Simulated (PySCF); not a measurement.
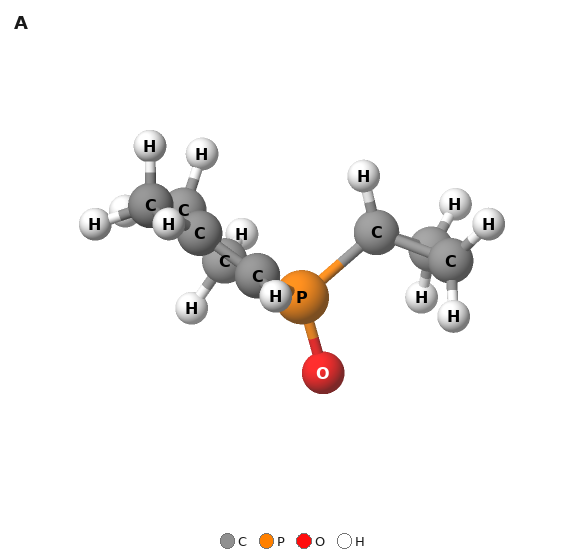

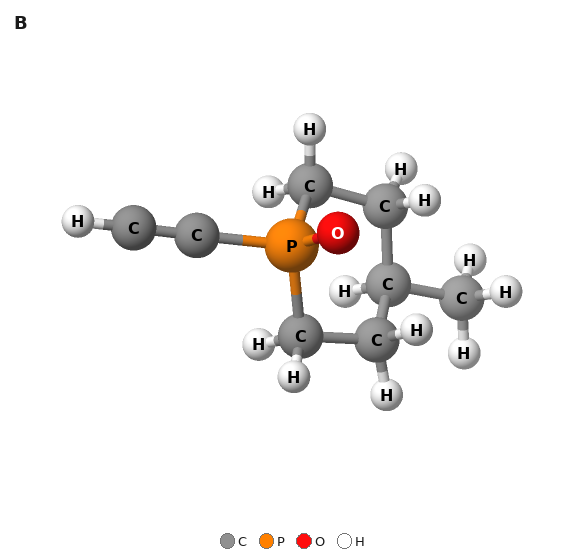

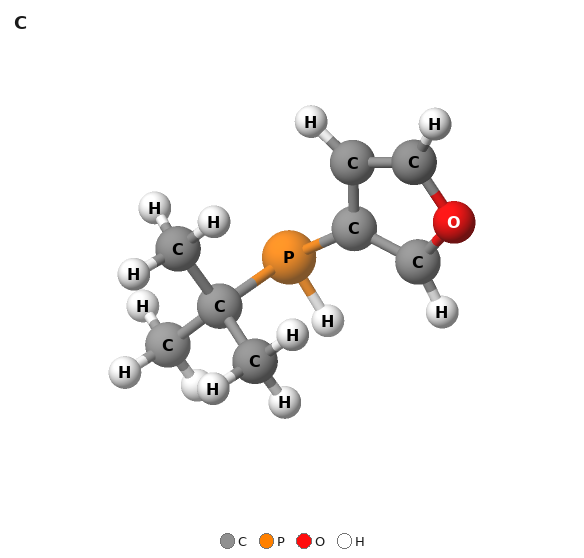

3 stationary structures of one formula. Geometries: GFN2-xTB. Electronic energies: PBE0/pcSseg-1 (PySCF 2.14.0), without zero-point energy. No frequency run is at hand to confirm each as a minimum. Each is one conformer, not always the lowest.

Are they conformers, stereoisomers or constitutional isomers?

They are constitutional isomers of C8H13OP: A `CC1=C[P@](=O)(C2CC2)CC1`, B `C#C[P@]1(=O)CC[C@@H](C)CC1`, C `CC(C)(C)Pc1ccoc1`.

Which is lowest in energy, and by how much?

A is lowest; C lies 49.0 kJ/mol above it, B lies 73.0 kJ/mol above it.

The geometry is semi-empirical. Around P such bond lengths and angles can be off by a tenth of an ångström or more and by several degrees, and values that hang on the shape move with them.
